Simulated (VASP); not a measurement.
Input:

```
KI
1.0
    0.00000     3.51112     3.51112
    3.51112     0.00000     3.51112
    3.51112     3.51112     0.00000
K I
1 1
Direct
  0.00000   0.00000   0.00000
  0.50000   0.50000   0.50000
```

Calculation: optB86b-vdW, VASP's PBE PAW potentials (set 64) (plane waves; VASP 6.6.1). Settings: 520 eV cut-off, 7×7×7 Γ-centred mesh, tetrahedra with Blöchl corrections, potentials K_sv I.

Unless said otherwise, spin-orbit coupling is left out, though it shifts the bands of the heavy elements here.

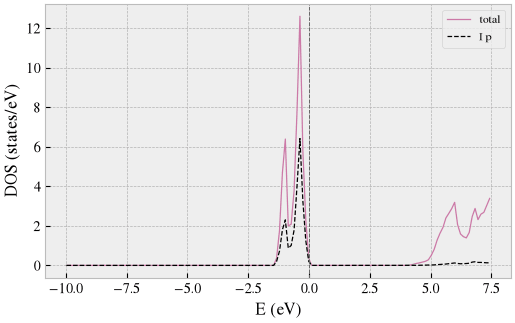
*Total and projected density of states, zero at the valence-band maximum*

Within 2 eV below the valence-band maximum the largest weight inside VASP's projection spheres is I p.

The gap is direct, 3.95 eV, from the valence maximum at Γ to the conduction minimum at Γ.

The compound is KI in the rock salt structure. It was relaxed first.
